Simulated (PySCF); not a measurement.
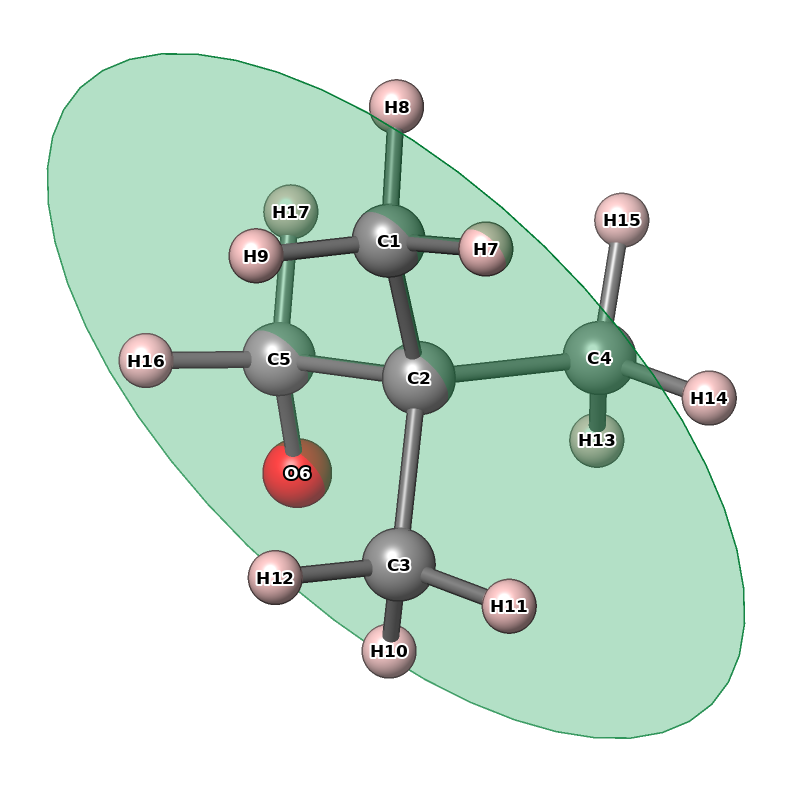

A disc through the centre of mass is drawn in. Atoms fade into the background with distance from the viewer. State: charge −1, singlet. Computed geometry: PBE0-D3(BJ)/def2-SVP optimisation. No frequency run is at hand to confirm it as a minimum.

Question: Is the plane of the disc a mirror plane of the structure?

Answer: Yes. The reflection leaves C1, C2, C5, O6, H7 in place and moves C3 ↔ C4; H8 ↔ H9; H10 ↔ H13; H11 ↔ H14; H12 ↔ H15; H16 ↔ H17. The point group is Cs.
